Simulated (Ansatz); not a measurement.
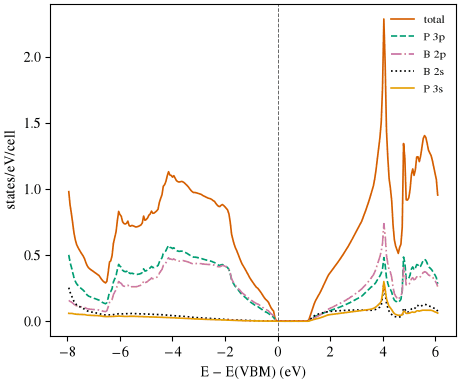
Figure: Total and projected density of states of BP (zinc blende, F-43m), DFT-LDA in the program Ansatz with PAW potentials

### Question
Which orbitals carry the states next to the gap?

### Answer
Top 1 eV of the valence band: B 2p 53 %, P 3p 43 %. Bottom 1 eV of the conduction band: B 2s 24 %, B 2p 24 %, P 3p 23 %, P 3s 13 %, outside the projected shells 17 %. Projections are on Löwdin-orthogonalised atomic valence shells; empty p or d shells of many metals are not among them.

### Question
Where is the tallest occupied peak in this window, and what makes it?

### Answer
Near -4.1 eV, about 1.1 states/eV per cell; the largest projected share is P 3p.

The LDA relaxation kept the symmetry of its start.

Potentials: the earlier of the program's two PAW sets. The files were generated under PBE; for other functionals the program regenerates the frozen cores, and for LDA and PBEsol the local potential too.
